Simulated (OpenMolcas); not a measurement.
**One shape, several levels: CH4ClGe (SMILES [CH3][GeH][Cl])**

Wanted: a comparison of 6 runs (UHF/STO-3G, UHF/def2-SVP, UB3LYP/6-31G*, UBLYP/def2-SVP, UM06-L/def2-SVP, ROCCSD(T)/def2-SVP) of CH4ClGe. 

The calculation is run with OpenMolcas 26.06.

**1. The molecule**

CH4ClGe has 7 atoms, charge 0, and is taken as a doublet. As SMILES, `[CH3][GeH][Cl]`. One bond was lengthened or shortened from a relaxed shape.

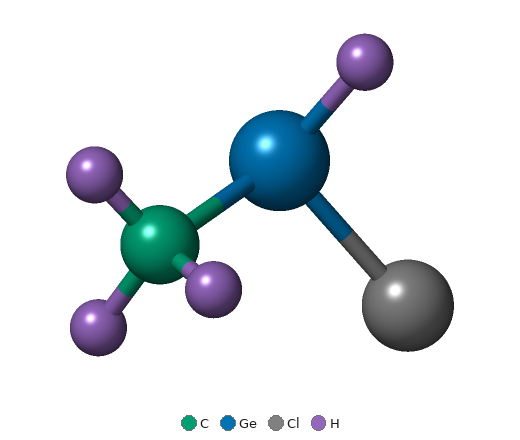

Viewed from a chosen angle; carbon teal, germanium blue, chlorine grey, hydrogen purple.

**2. A single-point energy at UHF/STO-3G (run 1)**

Contents of calc.inp:

```
* CH4ClGe Hartree-Fock
&GATEWAY
BasLib = $CurrDir
Coord
7
angstrom
C       -0.596100       0.500966      -0.325321
Ge       0.842400      -0.822934      -0.246521
Cl       1.154000      -1.299134       1.846079
H       -0.296400       1.377066       0.253879
H       -1.646200       0.021400       0.160800
H       -0.772900       0.791966      -1.361621
H        2.198400      -0.261934      -0.753521
Basis = STO-3G
Group = NoSym
&SEWARD
&SCF
UHF
Spin = 2
Thresholds = 1e-10 1e-07 1e-07 1e-05
PrOrbitals = 1 2
```

The basis set STO-3G is read from a file made from the Basis Set Exchange's data (not shown).

Run with:

```console
export MOLCAS_MEM=1860
pymolcas calc.inp > calc.log
```

Log:

```text
--- Start Module: gateway ---
[...]
--- Stop Module: gateway /rc=_RC_ALL_IS_WELL_ ---
--- Start Module: seward ---
[...]
      Basis functions           36
--- Stop Module: seward /rc=_RC_ALL_IS_WELL_ ---
--- Start Module: scf ---
[...]
       Convergence after  14 Iterations
[...]
::    Total SCF energy                              -2546.0819786177
[...]
      Total spin, S                                     0.5006874587
[...]
      Total electronic charge=   59.000000
      Total            charge=   -0.000000
[...]
      Dipole Moment (debye):
      Origin of the operator (angstrom)=    0.7601   -0.7869    0.3259
                   X= -7.1060E-01               Y=  5.3303E-01               Z= -3.2828E+00           Total=  3.4008E+00
      Quadrupole Moment (debye*angstrom):
[...]
--- Stop Module: scf /rc=_RC_ALL_IS_WELL_ ---
[...]
```

Wall time 1.9 s (1 thread of Intel Xeon Platinum 8375C at 2.90GHz (Ice Lake), shared host); peak memory 0.37 GiB.

**3. A single-point energy at UHF/def2-SVP (run 2)**

Contents of job.inp:

```
>>> EXPORT MOLCAS_PRINT=2
&GATEWAY
BasLib=$CurrDir
Coord
7
angstrom
C       -0.596100       0.500966      -0.325321
Ge       0.842400      -0.822934      -0.246521
Cl       1.154000      -1.299134       1.846079
H       -0.296400       1.377066       0.253879
H       -1.646200       0.021400       0.160800
H       -0.772900       0.791966      -1.361621
H        2.198400      -0.261934      -0.753521
Basis=def2-SVP
Group=NoSym
&SEWARD
&SCF
UHF
Spin=2
Thresholds=1e-10 1e-07 1e-07 1e-05
PrOrbitals=1 2
```

The basis set def2-SVP is read from a file made from the Basis Set Exchange's data (not shown).

Run with:

```console
export MOLCAS_MEM=1860
pymolcas job.inp > job.log
```

Log:

```text
--- Start Module: gateway ---
[...]
--- Stop Module: gateway /rc=_RC_ALL_IS_WELL_ ---
--- Start Module: seward ---
[...]
      Basis functions           84
--- Stop Module: seward /rc=_RC_ALL_IS_WELL_ ---
[...]
--- Start Module: scf ---
[...]
       Convergence after  19 Iterations
[...]
::    Total SCF energy                              -2574.6314289507
[...]
      Total spin, S                                     0.5018257915
[...]
      Total electronic charge=   59.000000
      Total            charge=   -0.000000
[...]
      Dipole Moment (debye):
      Origin of the operator (angstrom)=    0.7601   -0.7869    0.3259
                   X= -9.0374E-01               Y=  9.6129E-01               Z= -2.2308E+00           Total=  2.5918E+00
      Quadrupole Moment (debye*angstrom):
[...]
--- Stop Module: scf /rc=_RC_ALL_IS_WELL_ ---
[...]
```

Wall time 7.5 s (1 thread of Intel Xeon Platinum 8375C at 2.90GHz (Ice Lake), shared host); peak memory 0.47 GiB.

Runs 3 to 4 aren't shown in full; the table further down has their settings and results.

**4. The energy at UM06-L/def2-SVP (run 5)**

Contents of run.input:

```
>>> EXPORT MOLCAS_PRINT=2

&GATEWAY
 BasLib=$CurrDir
 Coord
 7
 angstrom
 C       -0.596100       0.500966      -0.325321
 Ge       0.842400      -0.822934      -0.246521
 Cl       1.154000      -1.299134       1.846079
 H       -0.296400       1.377066       0.253879
 H       -1.646200       0.021400       0.160800
 H       -0.772900       0.791966      -1.361621
 H        2.198400      -0.261934      -0.753521
 Basis=def2-SVP
 Group=NoSym

&SEWARD
 GridInput
 Grid=UltraFine
 End of Grid

&SCF
 UHF
 Spin=2
 KSDFT=M06L
 Thresholds=1e-10 1e-07 1e-07 1e-05
 PrOrbitals=1 1
```

The basis set def2-SVP is read from a file made from the Basis Set Exchange's data (not shown).

Run with:

```console
export MOLCAS_MEM=1860
pymolcas run.input > run.log
```

Log:

```text
--- Start Module: gateway ---
[...]
--- Stop Module: gateway /rc=_RC_ALL_IS_WELL_ ---
--- Start Module: seward ---
[...]
      Basis functions           84
--- Stop Module: seward /rc=_RC_ALL_IS_WELL_ ---
[...]
--- Start Module: scf ---
[...]
       Convergence after  15 Iterations
[...]
::    Total KS-DFT energy                           -2577.2134689799
[...]
      Total spin, S                                     0.5006041123
[...]
      Total electronic charge=   59.000000
      Total            charge=   -0.000000
[...]
      Dipole Moment (debye):
      Origin of the operator (angstrom)=    0.7601   -0.7869    0.3259
                   X= -8.9331E-01               Y=  1.1372E+00               Z= -1.8956E+00           Total=  2.3842E+00
      Quadrupole Moment (debye*angstrom):
[...]
--- Stop Module: scf /rc=_RC_ALL_IS_WELL_ ---
[...]
```

It took 37 s on 1 thread of Intel Xeon Platinum 8375C at 2.90GHz (Ice Lake), shared host; peak memory 0.47 GiB.

**5. The energy at ROCCSD(T)/def2-SVP (run 6)**

Contents of calc.input:

```
&GATEWAY
  BasLib=$CurrDir
  BasisSet
  C.def2-SVP....
  C1 -0.596100 0.500966 -0.325321 angstrom
  End of Basis
  BasisSet
  Ge.def2-SVP....
  Ge2 0.842400 -0.822934 -0.246521 angstrom
  End of Basis
  BasisSet
  Cl.def2-SVP....
  Cl3 1.154000 -1.299134 1.846079 angstrom
  End of Basis
  BasisSet
  H.def2-SVP....
  H4 -0.296400 1.377066 0.253879 angstrom
  H5 -1.646200 0.021400 0.160800 angstrom
  H6 -0.772900 0.791966 -1.361621 angstrom
  H7 2.198400 -0.261934 -0.753521 angstrom
  End of Basis

&SEWARD

&SCF
  UHF
  Spin=2
  Thresholds=1e-10 1e-07 1e-07 1e-05
  PrOrbitals=1 2

&RASSCF
  FileOrb=$Project.UnaOrb
  Spin=2
  Nactel=1 0 0
  Inactive=29
  Ras2=1
  OutOrbitals=Canonical
  OrbListing=Nothing

&MOTRA
  JobIph
  Frozen=15

&CCSDT
  CCT
  Triples=3
  Iterations=80
  Accuracy=1e-08
  Extrapolation=5 4
```

The basis set def2-SVP is read from a file made from the Basis Set Exchange's data (not shown).

Run with:

```console
export MOLCAS_MEM=1860
pymolcas calc.input > calc.log
```

Log:

```text
--- Start Module: gateway ---
[...]
--- Stop Module: gateway /rc=_RC_ALL_IS_WELL_ ---
[...]
      Basis functions           84
[...]
       Convergence after  19 Iterations
[...]
::    Total SCF energy                              -2574.6314289507
[...]
      Total spin, S                                     0.5018257915
[...]
      Number of active orbitals                  1
[...]
      Spin quantum number                      0.5
[...]
      Active orbitals                            1
[...]
      Number of CSFs                             1
[...]
      Number of root(s) required                 1
[...]
      Convergence after  7 iterations
[...]
      printout of CI-coefficients larger than  0.05 for root  1
      energy=   -2574.629932
      conf/sym  1     Coeff  Weight
             1  u   1.00000 1.00000
      Natural orbitals and occupation numbers for root  1
      sym 1:   1.000000
      ************************************************************************************************************************
      *                                                    Final results                                                     *
[...]
::    RASSCF root number  1 Total energy:  -2574.62993206
[...]
      Total electronic charge=   59.000000
      Total            charge=   -0.000000
[...]
      Dipole Moment (debye):
      Origin of the operator (angstrom)=    0.7601   -0.7869    0.3259
                   X= -9.0202E-01               Y=  9.5846E-01               Z= -2.2375E+00           Total=  2.5959E+00
      Quadrupole Moment (debye*angstrom):
[...]
--- Start Module: motra ---
[...]
--- Start Module: ccsdt ---
[...]
      Convergence after                    18  Iterations
      Total energy (diff) :   -2575.15357905      -0.00000000
[...]
 METHOD                       : CCSD+T(CCSD)+<T3(1)WT1>+<T3(1)UT2> = CCSD(T)
[...]
       CCSD     =     -2575.1535790515827
[...]
```

Run time: 51 s. Hardware: 1 thread of Intel Xeon Platinum 8375C at 2.90GHz (Ice Lake), shared host; peak memory 0.47 GiB.

**6. Overview of the runs**

```tsv
run	level	integration grid	frozen core orbitals	energy (Eh)	dipole moment (D)	HOMO energy (eV)	LUMO energy (eV)	wall time
1	UHF/STO-3G	–	–	-2546.081979	3.40	-7.15	4.09	1.9 s
2	UHF/def2-SVP	–	–	-2574.631429	2.59	-9.08	0.91	7.5 s
3	UB3LYP/6-31G* (spherical functions)	UltraFine	–	-2577.465239	2.63	-5.93	-3.27	23 s
4	UBLYP/def2-SVP	UltraFine	–	-2577.291816	2.04	-4.75	-3.73	26 s
5	UM06-L/def2-SVP	UltraFine	–	-2577.213469	2.38	-5.15	-3.92	37 s
6	ROCCSD(T)/def2-SVP	–	15	-2575.167737	–	–	–	51 s
```

**7. Outcome**

| quantity | value |
| --- | --- |
| run 6: total energy | -2575.16774 Eh |
| run 6: (T) correction | -14.16 mEh |

What this shows: Over runs 1, 2, 3, 4, 5 the dipole moment (its size) runs from 2.04 D (UBLYP/def2-SVP) to 3.40 D (UHF/STO-3G). The two ends differ in method and basis. Totals of different functionals can't be ranked against each other. In run 1 the basis is minimal, so the values are rough. All runs together took 2.4 min, the longest 51 s.
